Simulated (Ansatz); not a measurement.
# C2H6OSSi: small, medium and large basis sets

How large a basis does C2H6OSSi need? Two functionals are run in growing sets.

Program: Ansatz 0.2.0, Gaussian basis. Level of theory: one geometry, several basis sets. These are calculated values, not measurements.

The runs, in order: PBE0-D4/def2-SVP; ωB97M-V/def2-SVP; PBE0-D4/def2-QZVPP; ωB97M-V/def2-QZVPP; the functionals' def2-TZVPP values are taken from earlier runs.

### Step 1. Structure used throughout

The geometry comes from an earlier relaxation with PBE0-D4 in a triple-zeta def2 set; it is a stationary point, not always the lowest conformer.

SMILES `C=C(S)O[SiH3]`, 11 atoms, charge 0, spin multiplicity 1.

Atoms are counted from 1 here; the program's logs count them from 0.

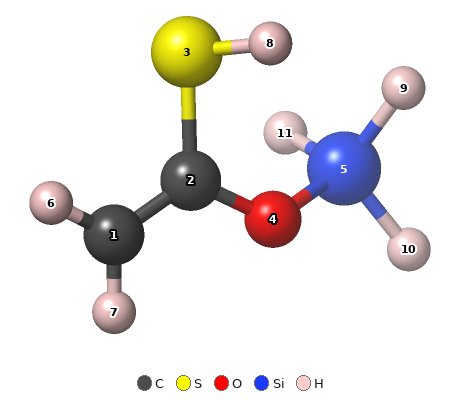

The geometry (carbon dark grey, sulfur yellow, oxygen red, silicon blue, hydrogen pink); atoms are numbered from 1 in the order of the file.

### Step 2. PBE0-D4 in def2-SVP

File in.yaml:

```yaml
crystal:
  periodic: [false, false, false]
  atoms:
    - {symbol: C, position_ang: [-0.809253, 1.790250, 0.775019]}
    - {symbol: C, position_ang: [-0.289880, 0.821368, 0.029964]}
    - {symbol: S, position_ang: [-0.816980, 0.579277, -1.643511]}
    - {symbol: O, position_ang: [0.605620, -0.058427, 0.525624]}
    - {symbol: Si, position_ang: [0.706346, -1.677775, 0.145825]}
    - {symbol: H, position_ang: [-1.464467, 2.527351, 0.336091]}
    - {symbol: H, position_ang: [-0.570490, 1.849869, 1.829350]}
    - {symbol: H, position_ang: [0.414860, 0.541673, -2.184421]}
    - {symbol: H, position_ang: [1.288675, -1.888336, -1.202156]}
    - {symbol: H, position_ang: [1.625518, -2.216274, 1.173559]}
    - {symbol: H, position_ang: [-0.624450, -2.325976, 0.235156]}
basis:
  gaussian: {orbitals: def2-SVP}
hamiltonian: {xc: pbe0, dispersion: d4}
output: {orbitals: {seedname: orbitals}}
```

Command:

```sh
$ ansatz run in.yaml --threads 4 --pin off --events-out ev --progress --plain --max-ram 10444MiB
```

Log:

```text
Functional definition: PBE0
  name "PBE0"
  cite "Adamo & Barone, J. Chem. Phys. 110, 6158 (1999) doi:10.1063/1.478522"
  cite "Perdew, Burke & Ernzerhof, Phys. Rev. Lett. 77, 3865 (1996) doi:10.1103/PhysRevLett.77.3865"
  parent pbe
  parameter a = 0.25
  parameter kappa = 0.804
  parameter beta = 0.06672455060314922
  exchange = (1 - a)*pbe_x(kappa = kappa, mu = beta*pi^2/3) + a*exact_x
  correlation = pbe_c(beta = beta)
1211 factors; their error is unknown
mean field evaluation 1: about -22905.2963 eV, gradient 4.8e1 eV
mean field evaluation 2: about -22900.4934 eV, gradient 6.6e1 eV
mean field evaluation 4: about -22910.5740 eV, gradient 3.8e0 eV
mean field evaluation 8: about -22910.7008 eV, gradient 2.1e-1 eV
mean field -22910.70087936 eV, -841.9527278858 hartree, gradient 8.0e-5 eV, S^2 0.000000; 0 other end points of the search recorded, 0 dependent functions left out
reference -22910.70090675 eV, -841.9527288922 hartree; 28, 28 occupied and 80, 80 virtual orbitals, 1211 factors
Total energy: -22910.93649908 eV, -841.9613867508 hartree
```

Run time: 1.1 s. Hardware: 4 threads of Arm Neoverse V1, shared host; peak memory 0.25 GiB.

### Step 3. ωB97M-V in def2-SVP

in.yaml, as its differences from that of step 2:

```diff
@@ -16,3 +16,3 @@
   gaussian: {orbitals: def2-SVP}
-hamiltonian: {xc: pbe0, dispersion: d4}
+hamiltonian: {xc: {name: wB97M-V}}
 output: {orbitals: {seedname: orbitals}}
```

Launched as before.

Log (excerpt; [...] marks lines left out):

```text
Functional definition: wB97M-V
  name "wB97M-V"
  cite "Mardirossian & Head-Gordon, J. Chem. Phys. 144, 214110 (2016) doi:10.1063/1.4952647"
  cite "Becke, J. Chem. Phys. 107, 8554 (1997) doi:10.1063/1.475007"
  cite "Vydrov & Van Voorhis, J. Chem. Phys. 133, 244103 (2010) doi:10.1063/1.3521275"
  # Of w^i u^j: cxij and so on, Table III.
[...]
  gx(w, u) = 1 - cx + cx01*u + cx10*w
  gss(w, u) = css00 + css04*u^4 + css10*w + css20*w^2 + css43*w^4*u^3
  gos(w, u) = cos00 + cos10*w + (cos20 + cos21*u)*w^2 + (cos60 + cos61*u)*w^6
[...]
      + integral(e_c_pw_mod_opposite_spin*gos(b97_w_opposite, b97_u_opposite)) + vv10(b, c)
1208 factors; their error is unknown
324 factors; integrals over basis functions are off by at most 9.3e-6 eV
[...]
mean field -22919.65063874 eV, -842.2816254766 hartree, gradient 4.0e-5 eV, S^2 0.000000; 0 other end points of the search recorded, 0 dependent functions left out
reference -22919.65068259 eV, -842.2816270880 hartree; 28, 28 occupied and 80, 80 virtual orbitals, 1208 factors
Total energy: -22919.65068259 eV, -842.2816270880 hartree
```

Wall time 4.9 s (4 threads of Arm Neoverse V1, shared host); peak memory 0.35 GiB.

### Step 4. PBE0-D4 in def2-QZVPP

in.yaml, as its differences from that of step 3:

```diff
@@ -15,4 +15,4 @@
 basis:
-  gaussian: {orbitals: def2-SVP}
-hamiltonian: {xc: {name: wB97M-V}}
+  gaussian: {orbitals: "def2-QZVPP.json"}
+hamiltonian: {xc: pbe0, dispersion: d4}
 output: {orbitals: {seedname: orbitals}}
```

Launched as before.

Log:

```text
Functional definition: PBE0
  name "PBE0"
  cite "Adamo & Barone, J. Chem. Phys. 110, 6158 (1999) doi:10.1063/1.478522"
  cite "Perdew, Burke & Ernzerhof, Phys. Rev. Lett. 77, 3865 (1996) doi:10.1103/PhysRevLett.77.3865"
  parent pbe
  parameter a = 0.25
  parameter kappa = 0.804
  parameter beta = 0.06672455060314922
  exchange = (1 - a)*pbe_x(kappa = kappa, mu = beta*pi^2/3) + a*exact_x
  correlation = pbe_c(beta = beta)
1653 factors; their error is unknown
mean field evaluation 1: about -22915.1560 eV, gradient 6.1e1 eV
mean field evaluation 2: about -22904.3518 eV, gradient 9.0e1 eV
mean field evaluation 4: about -22922.8652 eV, gradient 8.2e0 eV
mean field evaluation 8: about -22922.9969 eV, gradient 2.5e-1 eV
mean field evaluation 16: about -22923.0170 eV, gradient 1.4e-4 eV
mean field -22923.01697508 eV, -842.4053360551 hartree, gradient 2.5e-5 eV, S^2 0.000000; 0 other end points of the search recorded, 0 dependent functions left out
reference -22923.01701641 eV, -842.4053375739 hartree; 28, 28 occupied and 463, 463 virtual orbitals, 1653 factors
Total energy: -22923.25260874 eV, -842.4139954325 hartree
```

Wall time 11 s (4 threads of Arm Neoverse V1, shared host); peak memory 1.9 GiB.

### Step 5. ωB97M-V in def2-QZVPP

in.yaml, as its differences from that of step 4:

```diff
@@ -16,3 +16,3 @@
   gaussian: {orbitals: "def2-QZVPP.json"}
-hamiltonian: {xc: pbe0, dispersion: d4}
+hamiltonian: {xc: {name: wB97M-V}}
 output: {orbitals: {seedname: orbitals}}
```

Launched as before.

Log (excerpt; [...] marks lines left out):

```text
Functional definition: wB97M-V
  name "wB97M-V"
  cite "Mardirossian & Head-Gordon, J. Chem. Phys. 144, 214110 (2016) doi:10.1063/1.4952647"
  cite "Becke, J. Chem. Phys. 107, 8554 (1997) doi:10.1063/1.475007"
  cite "Vydrov & Van Voorhis, J. Chem. Phys. 133, 244103 (2010) doi:10.1063/1.3521275"
  # Of w^i u^j: cxij and so on, Table III.
[...]
  gx(w, u) = 1 - cx + cx01*u + cx10*w
  gss(w, u) = css00 + css04*u^4 + css10*w + css20*w^2 + css43*w^4*u^3
  gos(w, u) = cos00 + cos10*w + (cos20 + cos21*u)*w^2 + (cos60 + cos61*u)*w^6
[...]
      + integral(e_c_pw_mod_opposite_spin*gos(b97_w_opposite, b97_u_opposite)) + vv10(b, c)
1605 factors; their error is unknown
390 factors; integrals over basis functions are off by at most 9.8e-6 eV
[...]
mean field -22932.08090730 eV, -842.7384294205 hartree, gradient 2.6e-5 eV, S^2 0.000000; 0 other end points of the search recorded, 0 dependent functions left out
reference -22932.08097451 eV, -842.7384318904 hartree; 28, 28 occupied and 463, 463 virtual orbitals, 1605 factors
Total energy: -22932.08097451 eV, -842.7384318904 hartree
```

Wall time 25 s (4 threads of Arm Neoverse V1, shared host); peak memory 2.3 GiB.

### Step 6. Functionals by basis

The def2-TZVPP values come from earlier runs at the same geometry.

| functional | basis | functions | energy (eV) | from the largest (eV) | HOMO (eV) | LUMO (eV) |
| --- | --- | --- | --- | --- | --- | --- |
| PBE0-D4 | def2-SVP | 108 | -22910.9365 | 12.316 | -6.81 | 0.13 |
| PBE0-D4 | def2-TZVPP | 261 | -22922.4139 | 0.839 | -6.90 | -0.18 |
| PBE0-D4 | def2-QZVPP | 491 | -22923.2526 | 0.000 | -6.92 | -0.30 |
| ωB97M-V | def2-SVP | 108 | -22919.6507 | 12.430 | -8.97 | 2.25 |
| ωB97M-V | def2-TZVPP | 261 | -22931.2950 | 0.786 | -9.07 | 1.70 |
| ωB97M-V | def2-QZVPP | 491 | -22932.0810 | 0.000 | -9.10 | 1.27 |

### Step 7. Results

| quantity | value |
| --- | --- |
| PBE0-D4: double and triple zeta above quadruple | 12.32, 0.84 eV |
| ωB97M-V: double and triple zeta above quadruple | 12.43, 0.79 eV |

For PBE0-D4 the step from double to triple zeta gains 11.48 eV and the next only 0.84 eV. These are total energies; as a rule much of such shifts cancels in differences, which this series doesn't test. The LUMO of ωB97M-V is positive and keeps falling with the basis (2.25 to 1.27 eV): an unbound level that the basis holds in place.

For PBE0-D4 the largest set took about 10 times as long as the smallest (11 s against 1.1 s).
